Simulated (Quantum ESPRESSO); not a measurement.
# Energy and gap at +3 % biaxial strain: honeycomb PN, 1 layer

**Set-up.** Quantum ESPRESSO 7.5 driven by ASE, PBE, GBRV ultrasoft, ESM (bc1); atomic heights clamped; cell area 6.445 Å² at zero strain.

```tsv
strain (%)	energy (meV a cell)	gap on the mesh (eV)
−3	72.55	1.964
−1.5	18.15	1.893
0	0.00	1.811
+1.5	13.82	1.725
```

One more run was made and is withheld. What are energy and gap at +3 %, and how stiff is the sheet?

By hand: About zero, E'' = (18.15 + 13.82 − 2 × 0.00)/1.5² = 14.21 meV per %² and E' = (13.82 − 18.15)/3 = −1.44 meV per %. With E = A K ε², where K = (C11 + C22)/2 + C12 (C11 + C12 for a hexagonal sheet), K = 14.21 × 10/(2 × 6.445) × 16.02 = 177 N/m. The parabola gives E(+3 %) = 0.00 + 3 × (−1.44) + 4.5 × 14.21 = 59.6 meV. Continuing the last slope, the gap is 2 × 1.725 − 1.811 = 1.639 eV.

**Check.** E = 55.7 meV and the gap 1.647 eV. The parabola misses by +3.9 meV, too high, since bonds soften under tension. The gap's line misses by −0.008 eV.

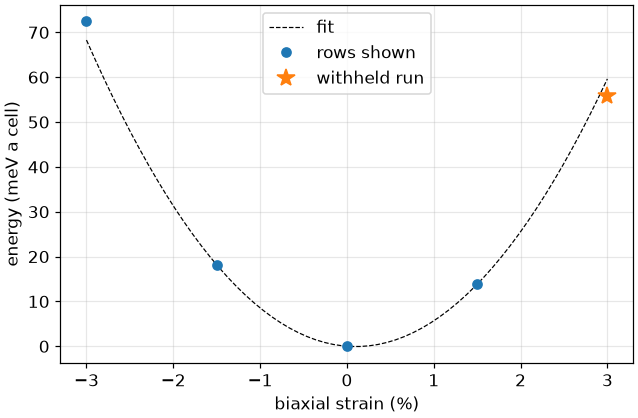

The rows shown, the fit and the withheld run.

Caveats: Clamped heights stiffen sheets with several planes. Semilocal gap, no spin-orbit coupling.

[Logs are printed without paths, hosts, clocks, repeated set-up lines and the standing remarks that a program may print on its own settings, such as how far it seeks lower states.]
